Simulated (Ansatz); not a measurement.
**SrHgGeSe4 (Ama2): band gap by G0W0 on PBE**

Aim: the quasiparticle gap of SrHgGeSe4 (Ama2), starting from PBE.

Calculated with Ansatz 0.2.0; PBE, then G0W0 on it, plane waves, PAW.

## (1) The starting structure

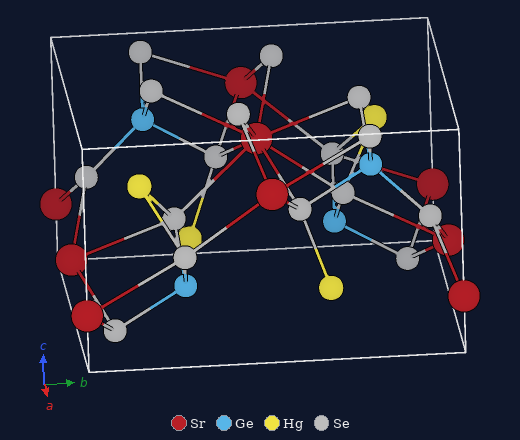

The starting structure, seen slightly off an axis (strontium red, germanium blue, mercury yellow, selenium light grey). This picture shows the conventional cell, with its axes. Some periodic images of atoms are drawn too.

The start is a cell from the Crystallography Open Database. Spin-orbit coupling is left out unless a step names it.

## (2) Relaxation

The structure is relaxed first.

This step: DFT, PBE, plane waves, PAW; PAW set soft_1.

Input file input.yaml:

```yaml
crystal:
  lattice:
    - [10.8375, 0.0, 0.0]
    - [0.0, 5.3728, 3.31885]
    - [0.0, -5.3728, 3.31885]
  atoms:
    - { symbol: Sr, position: [0.0, 0.2532, 0.2532] }
    - { symbol: Sr, position: [0.5, 0.2532, 0.2532] }
    - { symbol: Ge, position: [0.25, 0.9558, 0.5194] }
    - { symbol: Ge, position: [0.75, 0.5194, 0.9558] }
    - { symbol: Hg, position: [0.25, 0.52687, 0.86097] }
    - { symbol: Hg, position: [0.75, 0.86097, 0.52687] }
    - { symbol: Se, position: [0.07626, 0.18248, 0.72152] }
    - { symbol: Se, position: [0.92374, 0.72152, 0.18248] }
    - { symbol: Se, position: [0.42374, 0.18248, 0.72152] }
    - { symbol: Se, position: [0.57626, 0.72152, 0.18248] }
    - { symbol: Se, position: [0.25, 0.9624, 0.1446] }
    - { symbol: Se, position: [0.75, 0.1446, 0.9624] }
    - { symbol: Se, position: [0.25, 0.5574, 0.4286] }
    - { symbol: Se, position: [0.75, 0.4286, 0.5574] }
kpoints:
  mp_grid: { grid: [2, 4, 4] }
hamiltonian:
  xc: pbe
  pseudopotentials: { kind: paw, azcp: { folder: soft_1 } }
scf:
  occupations: { method: fermi_dirac, width: 0.02 }
relax:
  f_tol: 0.02
  max_steps: 60
output:
  write_density: true
  write_potential: true
  elf: true
  volumetric_format: npy
```

On the command line:

```sh
ansatz run input.yaml --threads 2 --pin off --max-ram 92160MiB --backend cuda --events-out ev --progress --plain --runs-dir out --devices 1 --max-vram 13GiB
```

Numbers of over 12 decimals in the logs are rounded to 6 here.

The log of the run:

```text
GPUs: using 1 of 1 available (devices: 1).
Engine: ansatz 0.2.0, x86_64-unknown-linux-gnu
Pseudopotentials: kind: paw
Pseudopotential: Sr, paw, valence charge 10, recommended cutoff 420 eV (normal), soft_1/Sr.paw.azcp
Pseudopotential: Ge, paw, valence charge 14, recommended cutoff 420 eV (normal), soft_1/Ge.paw.azcp
Pseudopotential: Hg, paw, valence charge 20, recommended cutoff 420 eV (normal), soft_1/Hg.paw.azcp
Pseudopotential: Se, paw, valence charge 16, recommended cutoff 420 eV (normal), soft_1/Se.paw.azcp
Functional definition: PBE
  parameter kappa = 0.804
  parameter beta = 0.066725
  exchange = pbe_x(kappa = kappa, mu = beta*pi^2/3)
  correlation = pbe_c(beta = beta)
device memory: the entry about to start is reckoned to put 4.4 GiB on a device that reports 47.5 GiB free (of which the cap on the GPU budget leaves the run 13.0 GiB)
GPU FFT provider: cuFFT
GPU libraries: cuBLAS 13.8.2, cuFFT 12.4.0, cuSOLVER 12.3.4
Crystal: 14 atoms, lattice volume = 386.498 Å³
Basis set: ecut = 420 eV, 7535 PW (Γ), exchange–correlation on 150×90×90 points (8 copies of the dense FFT grid, shifted against one another)
Bands: 130, of which v1, the nominal top of the filled ones, is band 108 counted from 1 (107 counted from 0)
Symmetry: 4 space group operations
Space group: Ama2 (ITA 40), of the structure as read, at distance tolerance 7.3e-5 Å
k-points: 14 of 32 (time reversal used)
Non-local potential: Sr, projectors of the file, l = 0: 3, l = 1: 2, l = 2: 2
Non-local potential: Ge, projectors of the file, l = 0: 2, l = 1: 2, l = 2: 3, l = 3: 1
Non-local potential: Hg, projectors of the file, l = 0: 3, l = 1: 2, l = 2: 2, l = 3: 1
Non-local potential: Se, projectors of the file, l = 0: 2, l = 1: 2, l = 2: 3, l = 3: 1
PAW form: soft (Blöchl's): semilocal exchange-correlation on the pseudo side does not see the compensation charge
PAW one-centre angular grid: Sr, 110 points (default); XC on 64 Gauss nodes
PAW one-centre angular grid: Ge, 590 points (default); XC on 64 Gauss nodes
PAW one-centre angular grid: Hg, 590 points (default); XC on 64 Gauss nodes
PAW one-centre angular grid: Se, 590 points (default); XC on 64 Gauss nodes
Initial density: superposition of atomic densities (chi_scale 0.1, normalization cell, long waves kept (reshape's long-wave potential 0.01 eV rms))
Initial wavefunctions: pseudopotential atomic-orbital guess
GPU buffer pool allocated for 151875 grid points (all kernels)
GPU transforms: local potential and band sums: pruned to the plane-wave sphere, on 75×45×45
Functional: x = pbe(κ = 0.804, μ = 0.219515), c = pbe(β = 0.066725)
SCF iter   1: F=—  HF=-87077.000498 eV  |F-HF|=—  |Δ(HF+E_count)|=         —  Δρ=4.02e-2  dr2=1.10e1  ethr=3.10e-3  ⟨swp⟩=7.7  Hψ=7677  notcnv=0  defer=30
preconditioner: auto → Resta (q_TF=auto, 2.476 Å⁻¹)  ε∞=4.7  [insulator: Δε(μ)=0.955 eV  Ē_g=9.025 eV  σ=0.020 eV  W_gap=1.00  n_scr=98 (ndim 8)  ℏωp=17.3 eV  f_vac=0.063  D(μ)=0.00/eV (n_scr^D=0)  ε∞_Penn≈4.7]
SCF iter   2: F=—  HF=-87074.104231 eV  |F-HF|=—  |Δ(HF+E_count)|=    2.90e0  Δρ=2.09e-2  dr2=2.95e0  ethr=3.10e-3  ⟨swp⟩=2.7  Hψ=2326  notcnv=0  defer=235
SCF iter   3: F=—  HF=-87073.091280 eV  |F-HF|=—  |Δ(HF+E_count)|=    1.01e0  Δρ=4.92e-3  dr2=1.55e-1  ethr=1.36e-3  ⟨swp⟩=3.8  Hψ=2748  notcnv=0  defer=235
SCF iter   4: F=—  HF=-87073.040310 eV  |F-HF|=—  |Δ(HF+E_count)|=   5.10e-2  Δρ=2.30e-3  dr2=3.26e-2  ethr=7.18e-5  ⟨swp⟩=3.1  Hψ=3589  notcnv=0  defer=240
SCF iter   5: F=—  HF=-87073.040605 eV  |F-HF|=—  |Δ(HF+E_count)|=   2.95e-4  Δρ=7.64e-4  dr2=3.65e-3  ethr=1.51e-5  ⟨swp⟩=2.1  Hψ=3052  notcnv=0  defer=240
SCF iter   6: F=—  HF=-87073.043100 eV  |F-HF|=—  |Δ(HF+E_count)|=   2.50e-3  Δρ=3.21e-4  dr2=7.12e-4  ethr=1.69e-6  ⟨swp⟩=2.0  Hψ=2490  notcnv=0  defer=240
SCF iter   7: F=—  HF=-87073.043650 eV  |F-HF|=—  |Δ(HF+E_count)|=   5.50e-4  Δρ=1.39e-4  dr2=1.78e-4  ethr=3.29e-7  ⟨swp⟩=2.0  Hψ=2743  notcnv=0  defer=240
SCF iter   8: F=—  HF=-87073.043968 eV  |F-HF|=—  |Δ(HF+E_count)|=   3.17e-4  Δρ=6.36e-5  dr2=3.38e-5  ethr=8.22e-8  ⟨swp⟩=2.0  Hψ=2440  notcnv=0  defer=240
SCF iter   9: F=-87073.044051 eV  HF=-87073.044044 eV  |F-HF|=6.44e-6  |Δ(HF+E_count)|=   7.69e-5  Δρ=2.54e-5  dr2=4.55e-6  ethr=4.63e-9  ⟨swp⟩=12.3  Hψ=18063  notcnv=0
SCF 1 converged in 9 iterations: F = -87073.044051 eV  dr2 = 4.55e-6
  greatest PAW one-centre occupation: 1.000 electrons in one spin orbital (limit 2), on the Hg atom at site 5 (counted from 0), in its partial waves of l = 0
relax step   1: F+E_penalty+E_count = -87073.04405090 eV  Δ(F+E_penalty+E_count) = +0.000e0 eV  max|allowed force component| = 4.433e-1 eV/Å  Δτ_max = 0.0000 Å  (9 SCF iters, dr2 threshold 1.00e-5 eV, accepted)
[...]
relax step   2: F+E_penalty+E_count = -87073.11552456 eV  Δ(F+E_penalty+E_count) = -7.147e-2 eV  max|allowed force component| = 1.320e-1 eV/Å  Δτ_max = 0.0825 Å  (5 SCF iters, dr2 threshold 1.23e-5 eV, accepted)
[...]
relax step   3: F+E_penalty+E_count = -87073.12513705 eV  Δ(F+E_penalty+E_count) = -9.612e-3 eV  max|allowed force component| = 3.309e-2 eV/Å  Δτ_max = 0.0299 Å  (6 SCF iters, dr2 threshold 1.09e-6 eV, accepted)
[...]
relax step   4: F+E_penalty+E_count = -87073.12591768 eV  Δ(F+E_penalty+E_count) = -7.806e-4 eV  max|allowed force component| = 1.135e-2 eV/Å  Δτ_max = 0.0070 Å  (5 SCF iters, accepted)
device memory: the entry about to start is reckoned to put 4.8 GiB (of the 5.0 GiB reckoned in all, the device holds 0.2 GiB already) on a device that reports 48.2 GiB free (of which the cap on the GPU budget leaves the run 12.8 GiB)
NSCF: frozen V_eff on 14 k-points
the band table was solved once a step of the walk had ended and its energy, with any forces and stress, was formed, with the checks that follow a solve (8764 applications of the Hamiltonian). They found nothing against the state; the energy, forces and stress were not computed again (output.eigenvalues in the input reference)
SCF converged after 5 iterations
Free energy (F): -87073.125918 eV
Harris-Foulkes:  -87073.125918 eV  (|F-HF|=1.95e-8)
Internal energy: -87073.125918 eV  (E = F + TS)
E sigma→0 (E₀):  -87073.125918 eV
Fermi energy:    7.895477 eV
--- Per-component energies (eV) ---
  E_band       = -4663.883985
  E_kinetic    = 2688.143996
  E_local      = -36331.414970  (includes V_loc(G=0)·N_el)
  E_nonlocal   = -1765.282818
  E_hartree    = 17748.850780
  E_xc         = -1596.773914
  E_vxc        = -1665.359824  (∫ρ·V_xc dr)
  E_paw        = -46364.832157  (= ΣΔE_a)
  E_vpaw       = -3087.661615  (= ΣTr[D̂ρ^β])
  E_aug_tail   = -0.001997  (compensation charges beyond the density's cutoff)
  E_ewald      = -21451.814838
  E_smearing   = -0.000000  (= −TS)
  E_closure    = -0.000000  (closes the sum)
  Σ components = -87073.125918   (vs F -87073.125918, Δ=0.00e0)
--- Forces (eV/Å), atoms counted from 1 ---
  atom   1  Sr     0.00000000    -0.00000000     0.00019802
  atom   2  Sr     0.00000000     0.00000000     0.00019802
  atom   3  Ge     0.00000000    -0.00678122    -0.00135527
  atom   4  Ge     0.00000000     0.00678122    -0.00135527
  atom   5  Hg     0.00000000     0.01134513     0.00062593
  atom   6  Hg     0.00000000    -0.01134513     0.00062593
  atom   7  Se    -0.00775951    -0.00005548    -0.00124971
  atom   8  Se     0.00775951     0.00005548    -0.00124971
  atom   9  Se     0.00775951    -0.00005548    -0.00124971
  atom  10  Se    -0.00775951     0.00005548    -0.00124971
  atom  11  Se    -0.00000000    -0.00138218     0.00082396
  atom  12  Se    -0.00000000     0.00138218     0.00082396
  atom  13  Se     0.00000000     0.00375644     0.00217883
  atom  14  Se     0.00000000    -0.00375644     0.00217883
  max |Σ_I F_I| component: 5.59e-5 eV/Å
--- Band table (eV; the first three rows and the last of 14) ---
  k-point 0: bands = [... 104 lower, 6.7826, 6.8013, 6.8799, 6.9264, 8.7160, 9.2278, 9.6713, 10.1798, ... 18 higher]
  k-point 1: bands = [... 104 lower, 6.4175, 6.6322, 6.7617, 6.9232, 8.6039, 9.3892, 9.7505, 10.2206, ... 18 higher]
  k-point 2: bands = [... 104 lower, 6.3774, 6.6322, 6.6962, 6.7484, 8.7042, 9.3255, 9.4416, 10.0280, ... 18 higher]
  k-point 13: bands = [... 104 lower, 6.5275, 6.5275, 7.1981, 7.1981, 9.0327, 9.0327, 10.0680, 10.0680, ... 18 higher]
--- Relaxed structure (4 steps of the walk, 4 accepted, 0 SCFs on fresh bases) ---
  F+E_penalty+E_count = -87073.12591768 eV   max|allowed force component| = 1.135e-2 eV/Å
  atoms:
    - { symbol: Sr, position: [0, 0.256043, 0.256043] }
    - { symbol: Sr, position: [0.500000, 0.256043, 0.256043] }
    - { symbol: Ge, position: [0.250000, 0.956789, 0.519579] }
    - { symbol: Ge, position: [0.75, 0.519579, 0.956789] }
    - { symbol: Hg, position: [0.250000, 0.528069, 0.855619] }
    - { symbol: Hg, position: [0.75, 0.855619, 0.528069] }
    - { symbol: Se, position: [0.073052, 0.182814, 0.723779] }
    - { symbol: Se, position: [0.926948, 0.723779, 0.182814] }
    - { symbol: Se, position: [0.426948, 0.182814, 0.723779] }
    - { symbol: Se, position: [0.573052, 0.723779, 0.182814] }
    - { symbol: Se, position: [0.250000, 0.972884, 0.144195] }
    - { symbol: Se, position: [0.75, 0.144195, 0.972884] }
    - { symbol: Se, position: [0.250000, 0.550143, 0.417889] }
    - { symbol: Se, position: [0.75, 0.417889, 0.550143] }
```

Elapsed: 16 s, on 1 × NVIDIA H100 80GB HBM3 (shared by 6 runs) with 2 threads of AMD EPYC 7R13 (Zen 3), shared host; peak memory 1.4 GiB.

Step by step:

| step | energy less that of the first step (eV) | largest force component (eV/Å) |
| --- | --- | --- |
| 1 | 0.0000 | 0.4433 |
| 2 | -0.0715 | 0.1320 |
| 3 | -0.0811 | 0.0331 |
| 4 | -0.0819 | 0.0113 |

Forces are held to the 4 operations that the run works with; a distortion that breaks them can't arise in this run.

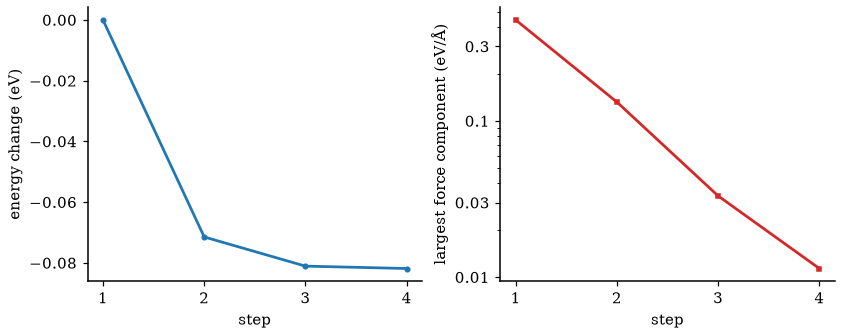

Energy and largest force along the relaxation.

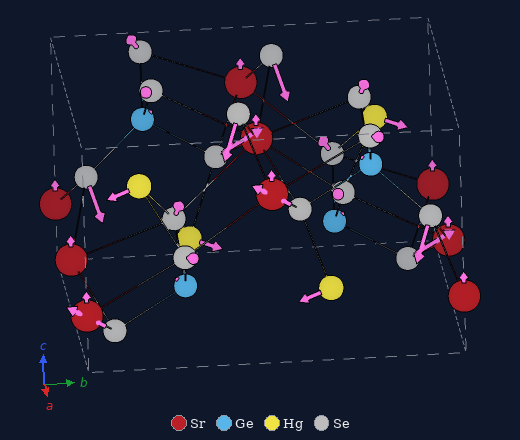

Displacements in the relaxation, exaggerated; the longest in the cell stands for 0.07 Å. Some periodic images of atoms are drawn too.

The atoms that moved most (Å):

| atom | dx | dy | dz | length |
| --- | --- | --- | --- | --- |
| Se11 | 0.000 | 0.059 | 0.033 | 0.067 |
| Se12 | 0.000 | -0.059 | 0.033 | 0.067 |
| Se13 | 0.000 | 0.019 | -0.060 | 0.062 |
| Se14 | 0.000 | -0.019 | -0.060 | 0.062 |
| Hg6 | 0.000 | -0.035 | -0.014 | 0.038 |
| Hg5 | 0.000 | 0.035 | -0.014 | 0.038 |
| Se10 | -0.035 | 0.010 | 0.009 | 0.037 |
| Se7 | -0.035 | -0.010 | 0.009 | 0.037 |

Final coordinates:

```cif
data_structure
_symmetry_space_group_name_H-M 'P 1'
_symmetry_Int_Tables_number 1
_cell_length_a 10.8375
_cell_length_b 6.3152
_cell_length_c 6.3152
_cell_angle_alpha 116.592
_cell_angle_beta 90.000
_cell_angle_gamma 90.000
_cell_volume 386.50
loop_
_atom_site_label
_atom_site_type_symbol
_atom_site_fract_x
_atom_site_fract_y
_atom_site_fract_z
_atom_site_occupancy
Sr1 Sr 0.00000 0.25604 0.25604 1
Sr2 Sr 0.50000 0.25604 0.25604 1
Ge3 Ge 0.25000 0.95679 0.51958 1
Ge4 Ge 0.75000 0.51958 0.95679 1
Hg5 Hg 0.25000 0.52807 0.85562 1
Hg6 Hg 0.75000 0.85562 0.52807 1
Se7 Se 0.07305 0.18281 0.72378 1
Se8 Se 0.92695 0.72378 0.18281 1
Se9 Se 0.42695 0.18281 0.72378 1
Se10 Se 0.57305 0.72378 0.18281 1
Se11 Se 0.25000 0.97288 0.14420 1
Se12 Se 0.75000 0.14420 0.97288 1
Se13 Se 0.25000 0.55014 0.41789 1
Se14 Se 0.75000 0.41789 0.55014 1
```

(Part 1 of 3 ends here.)

[Paths, hosts, dates, memory and timing lines, banners, echoed tables and standing remarks are left out of the program output.]

[Logs are printed without paths, hosts, clocks, repeated set-up lines and the standing remarks that a program may print on its own settings, such as how far it seeks lower states.]

[Runs of the session that timed out or met a known fault of the program may be left out.]

[Cells called generated may have been cut or substituted from an entry of the Crystallography Open Database or the Materials Project.]

[Hosts, paths, dates, database ids (printed as entryN), source tags and the programs' standing remarks are cut or masked in the printed files.]

[Where an RPA ε∞ is given, it is that of the G0W0 mesh and is not shown converged in it. Names of k-points follow the symmetry that the program found, which can be lower than the space group named. Band edges on a path are those of the sampled points; other points can move an edge, and change direct to indirect where valleys lie close.]

[Hybrid gaps are those of their k-mesh and are not shown converged in it.]
